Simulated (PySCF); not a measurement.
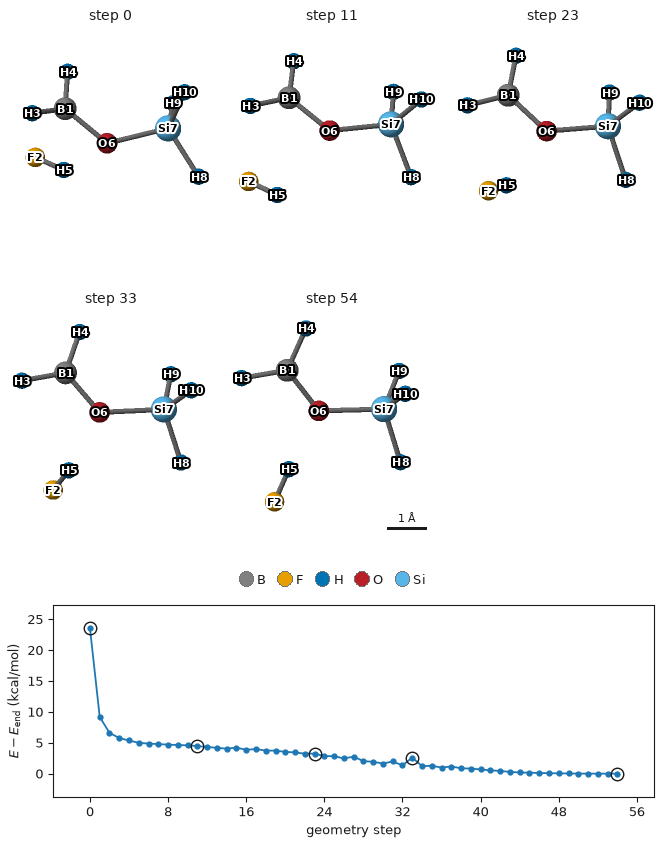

Frames of a relaxation of BSiH6OF (started from a transition state, displaced along its imaginary mode), marked on the history of the run. The picture is a ball-and-stick view, seen at a tilt.

Computed with RKS PBE0-D4/def2-TZVP, density fitting in PySCF. 

Describe the path.

Answer. After 54 geometry steps the energy has fallen by 23.6 kcal/mol. The largest move after the best rigid fit is that of F2, 1.69 Å. Largest moves by element: F 1.69 Å, H 1.19 Å, O 0.56 Å, B 0.55 Å, Si 0.20 Å. Near-neighbour distances that change, for instance: B1–F2 1.891 → 3.498 Å, F2–H5 0.833 → 0.936 Å, B1–H3 1.253 → 1.194 Å, B1–H4 1.149 → 1.201 Å. Bond angles that change, for instance: H8–Si7–H9 109.2° → 111.4°, O6–Si7–H8 108.1° → 105.9°. Groups turn about B1–O6 by about 35°. The run took 8.7 min on 4 threads of Arm Neoverse V2, with other jobs on the host. From step 0 to 11: F2 moves most (0.71 Å), energy −19.1 kcal/mol. From step 11 to 23: F2 moves most (0.51 Å), energy −1.22 kcal/mol. From step 23 to 33: F2 moves most (0.46 Å), energy −0.63 kcal/mol. From step 33 to 54: F2 moves most (0.57 Å), energy −2.61 kcal/mol.

```json
{"step": "0", "E − E(0), kcal/mol": "0.00"}
{"step": "1", "E − E(0), kcal/mol": "-14.39"}
{"step": "2", "E − E(0), kcal/mol": "-16.97"}
{"step": "3", "E − E(0), kcal/mol": "-17.81"}
{"step": "4", "E − E(0), kcal/mol": "-18.20"}
{"step": "5", "E − E(0), kcal/mol": "-18.60"}
{"step": "6", "E − E(0), kcal/mol": "-18.71"}
{"step": "7", "E − E(0), kcal/mol": "-18.80"}
{"step": "8", "E − E(0), kcal/mol": "-18.88"}
{"step": "9", "E − E(0), kcal/mol": "-18.94"}
{"step": "10", "E − E(0), kcal/mol": "-19.00"}
{"step": "12", "E − E(0), kcal/mol": "-19.26"}
{"step": "15", "E − E(0), kcal/mol": "-19.37"}
{"step": "17", "E − E(0), kcal/mol": "-19.59"}
{"step": "19", "E − E(0), kcal/mol": "-19.85"}
{"step": "22", "E − E(0), kcal/mol": "-20.35"}
{"step": "24", "E − E(0), kcal/mol": "-20.73"}
{"step": "26", "E − E(0), kcal/mol": "-21.12"}
{"step": "29", "E − E(0), kcal/mol": "-21.67"}
{"step": "31", "E − E(0), kcal/mol": "-21.60"}
{"step": "33", "E − E(0), kcal/mol": "-20.97"}
{"step": "35", "E − E(0), kcal/mol": "-22.31"}
{"step": "38", "E − E(0), kcal/mol": "-22.70"}
{"step": "40", "E − E(0), kcal/mol": "-22.90"}
{"step": "42", "E − E(0), kcal/mol": "-23.14"}
{"step": "45", "E − E(0), kcal/mol": "-23.42"}
{"step": "47", "E − E(0), kcal/mol": "-23.50"}
{"step": "49", "E − E(0), kcal/mol": "-23.55"}
{"step": "52", "E − E(0), kcal/mol": "-23.58"}
{"step": "54", "E − E(0), kcal/mol": "-23.58"}
```
